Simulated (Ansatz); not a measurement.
Electronic density of states of amorphous Si48N60, density 2.80 g/cm³, on a 2×2×2 Γ-centred mesh with a Gaussian width of 0.1 eV; energies count from the Fermi level, whose place inside the gap is arbitrary. Cell and mesh are small, so fine structure isn't converged. Level of theory: PBE, scalar-relativistic without spin-orbit coupling (plane waves to 420 eV, PAW; Ansatz, a program for electronic structure). Sampling: a 2×2×2 Γ-centred mesh; Fermi-Dirac width 0.02 eV; no spin polarisation. The usual formal charges leave 12 electrons over, so the level spacing at the Fermi energy parts defect or band states and needn't be the band gap. At PBE the levels at both edges of the gap are localised (band-tail or defect states), and the nearest spread-out levels lie 3.0 eV apart at the zone centre.

A CHGNet melt-quench gave the starting glass, which DFT then relaxed. N atoms were pushed apart under 1.9 Å during the dynamics, to hinder bonds among them. The hot cell started wider than the set density and was brought back towards it in steps. It is the lowest in DFT energy of 2 quenches. It is a model cell: composition and starting density were chosen by hand, and all elements were melted together. No dispersion term was used. Its density started from a set value of 2.79 and ended at 2.80 g/cm³. The quench (nominally 150 K/ps over its main leg) was far faster than any real one, so the model tends to hold more defects than a real film. One small periodic cell is one sample of the glass; other quenches scatter about these values. The volume was held where the preparation left it and the shape relaxed, at a PBE pressure of -5.7 GPa (tension). Stress components on the final sampling reach 5.8 GPa.

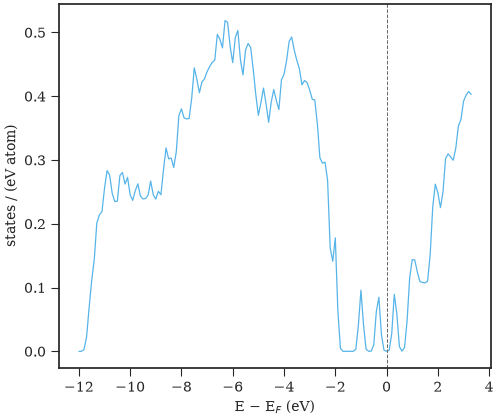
Figure. Density of states per atom

The level spacing at the Fermi energy on this mesh is 0.57 eV; the broadening fills part of it in the curve.
